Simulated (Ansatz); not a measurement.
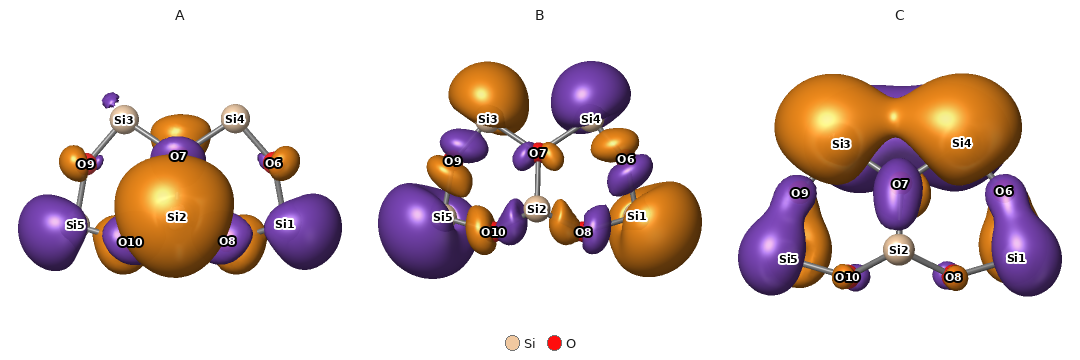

*O$_{5}$Si$_{5}$ (charge +1, doublet). Three frontier orbitals at ±0.06 Å⁻³ᐟ² (orange and purple are the two phases), in no order.*

Geometry: PBE0-D4/def2-SVP; not at a stationary point (largest force 1.1 eV/Å).

Method: UKS PBE0-D4/def2-TZVP in Ansatz 0.2.0.

| atom | x (Å) | y (Å) | z (Å) |
| --- | --- | --- | --- |
| Si | 0.0122 | -2.9751 | 0.9232 |
| Si | -0.7454 | 0.0442 | 0.8516 |
| Si | 1.2260 | 1.8373 | -1.0458 |
| Si | 2.3067 | -0.8281 | 0.1394 |
| Si | -2.0004 | 2.1222 | -1.1195 |
| O | 1.5108 | -2.1431 | 0.6838 |
| O | 0.8169 | 0.3272 | 0.0114 |
| O | -0.9515 | -1.5843 | 0.8532 |
| O | -0.2966 | 2.3818 | -1.2514 |
| O | -1.8787 | 0.8178 | -0.0460 |

> Order the three orbitals by energy and name them. All are α orbitals.

B is the HOMO−1 (α) (−11.59 eV). Its weight (Hirshfeld) is mainly on Si1 (about 30 %), Si5 (about 30 %), Si3 (about 10 %) and Si4 (about 10 %). A is the HOMO (α) (−10.95 eV). By Hirshfeld shares it lies mainly on Si2 (about 55 %), O8 (about 10 %), O10 (about 10 %), Si1 (about 10 %), Si5 (about 10 %) and O7 (about 5 %). C is the LUMO (α) (−6.79 eV). Its weight (Hirshfeld) is mainly on Si3 (about 35 %), Si4 (about 35 %), O7 (about 5 %), Si1 (about 5 %) and Si5 (about 5 %).

> What is the gap between the highest occupied and lowest empty α orbitals?

4.16 eV between the orbital energies.
